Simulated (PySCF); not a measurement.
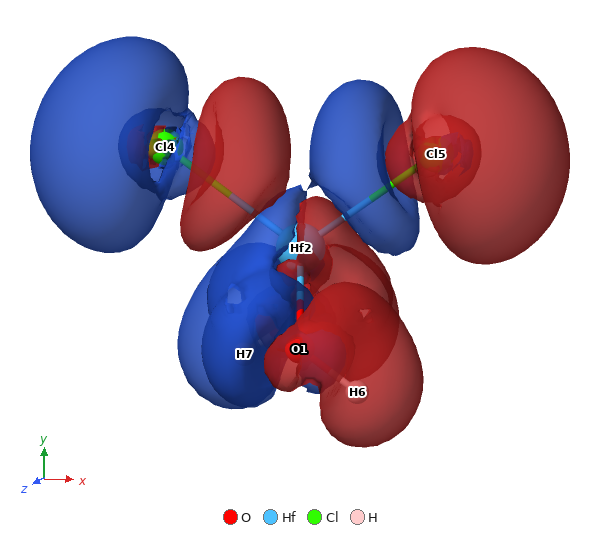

Cl2H2HfO2, SMILES `O[Hf](O)(Cl)Cl`. Change of the electron density in a uniform field of 0.21 V/Å, surfaces at ±0.001 e/Å³ (blue: gain, red: loss).

Level of theory: B3LYP/def2-SVPD (PySCF), at a geometry from GFN2-xTB. Core potentials replace the inner electrons of Hf; spin–orbit coupling isn't included. This is a single-reference result, which may miss multireference character in this system. No frequency check shows the geometry to be a minimum. GFN2-xTB bond lengths at metals and heavier atoms can be off by up to 0.1 Å and shapes distorted, which carries into these values.

Cartesian coordinates (Å):

```
O1       0.4006   -1.3152    1.4100
Hf2      0.0001   -0.1858    0.0001
O3      -0.4007   -1.3150   -1.4108
Cl4     -1.8171    1.1222    0.1991
Cl5      1.8166    1.1226   -0.1992
H6       1.1857   -1.8723    1.3746
H7      -1.1857   -1.8722   -1.3755
```

Question: Along which Cartesian direction does the field point?

Answer: Along +x: electrons gather on the −x side, against the field.

Question: What dipole is induced, and what polarisability does it imply?

Answer: The induced dipole is 0.80 D (along the field); α along this axis, from the fields in both directions, is 79 bohr³ (11.7 Å³).

Question: Which atoms gain and lose the most charge?

Answer: Electrons gather most on Cl4 (Hirshfeld charge changes by −0.019 e) and leave Cl5 most (+0.020 e); 0.063 electrons are displaced in all.
